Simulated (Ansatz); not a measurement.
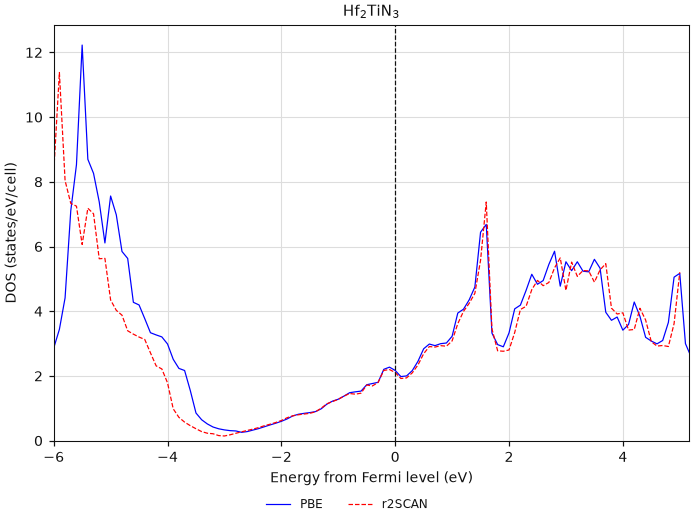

Total densities of states of Hf2TiN3, space group P-3m1 (No. 164), 6 atoms in the cell, by two methods on the same cell. Each is counted from its own Fermi level.

**How do the methods compare?**

PBE gives a metal with about 2.1 states per eV and cell at the Fermi level and r2SCAN gives a metal with about 2.1 states per eV and cell at the Fermi level.

Settings. PBE: DFT PBE, scalar-relativistic, plane waves, PAW, no spin polarisation, 12×12×6 k mesh, 420 eV cutoff (Ansatz). r2SCAN: DFT r2SCAN, scalar-relativistic, plane waves, PAW, no spin polarisation, 12×12×6 k mesh, 500 eV cutoff (Ansatz 0.2.0).

The structure is an invented one, so it need not be a known or stable phase. The electron count is odd and the run has no spin polarisation, so a magnetic state may lie lower. Spin-orbit coupling is left out, which matters for Hf.
